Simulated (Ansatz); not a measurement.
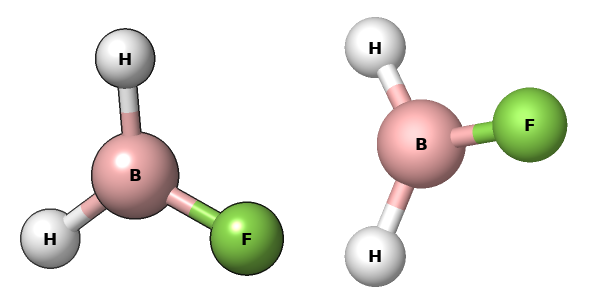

The same structure drawn twice, from different directions.

The computed structure is the end point of a PBE0-D4/def2-TZVP optimisation.

Identify the structure.

The molecule is BFH2. This geometry has C2v symmetry. All atoms lie on one plane. Coordination: 1 B trigonal planar.

The parts below concern this one geometry. Atoms keep their numbers from picture to picture.

### Shape

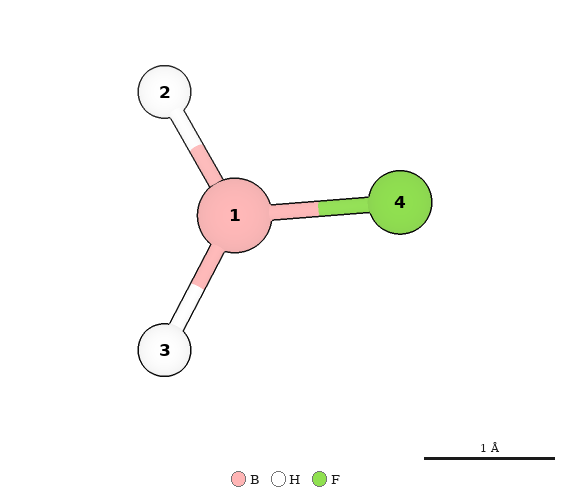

Estimate the angles H2–B1–H3, H2–B1–F4.

| angle | degrees |
| --- | --- |
| H2–B1–H3 | 124.4 |
| H2–B1–F4 | 117.8 |

### Dipole moment

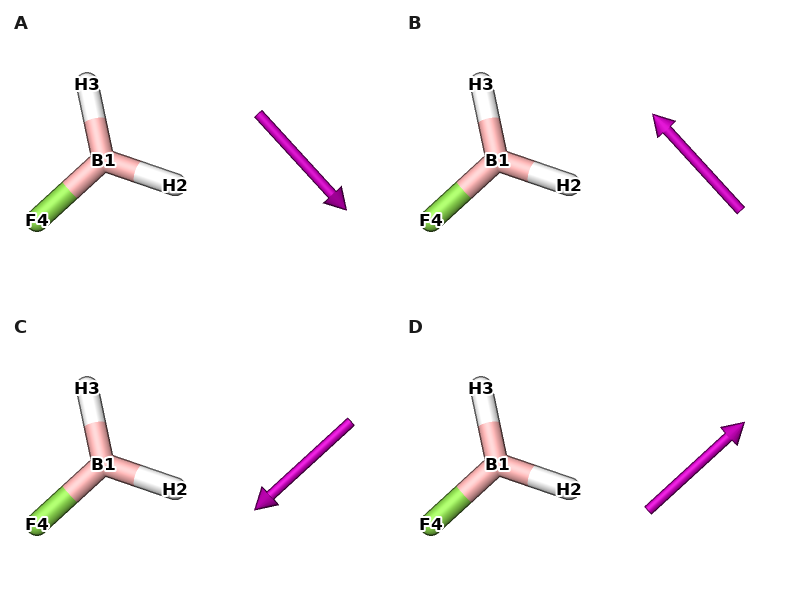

The same molecule four times, each with an arrow. Method: RKS PBE0-D4/def2-TZVP (Ansatz 0.2.0).

Question: Which arrow points along the dipole moment, from the negative to the positive end?

Answer: D. The dipole moment is 0.73 D; it points from the side of F4 to the side of H2, H3 (the outermost atoms at the two ends).

### Charges

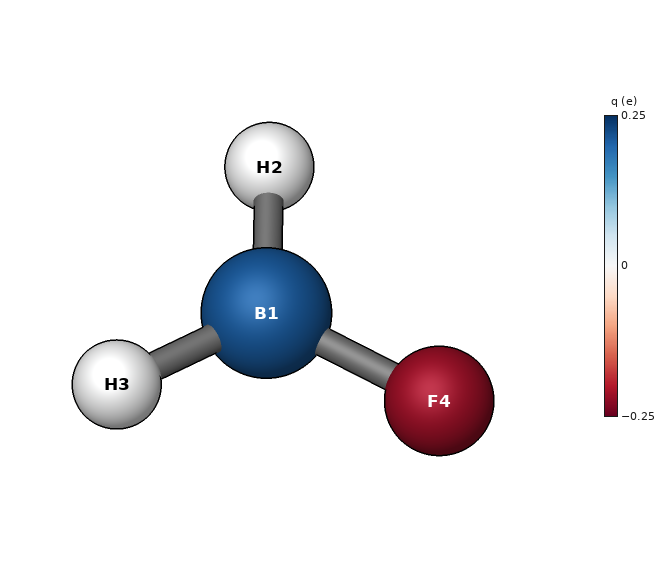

Atoms are coloured by their Mulliken charges. Method: RKS PBE0-D4/def2-TZVP (Ansatz 0.2.0).

Give the Mulliken charges atom by atom.

```tsv
atom	value (e)
B1	0.21
H2	0.00
H3	0.00
F4	−0.21
```

### Thermal motion

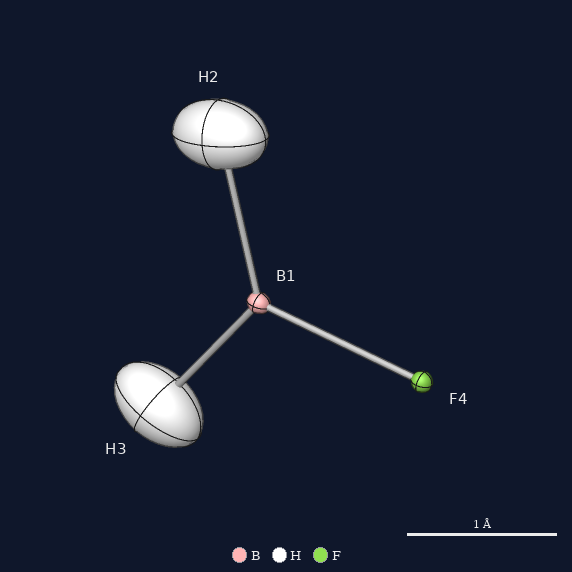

Displacement ellipsoids at the 50 % level, enlarged 2 times, from the internal vibrations of the free molecule (harmonic, no overall translation or rotation; no half-axis is drawn under 0.075 Å). Vibrations computed with RKS PBE0-D4/def2-TZVP (Ansatz 0.2.0). Temperature: 400 K.

List U_eq and the three principal root-mean-square amplitudes for each kind of atom.

| atom | U_eq (Å²) | rms amplitudes (Å) |
| --- | --- | --- |
| B1 | 0.00052 | 0.020, 0.020, 0.028 |
| H2, H3 | 0.0083 | 0.076, 0.078, 0.114 |
| F4 | 0.00012 | 0.003, 0.008, 0.017 |

Mulliken values depend strongly on the basis set and can even reverse the polarity of a bond.
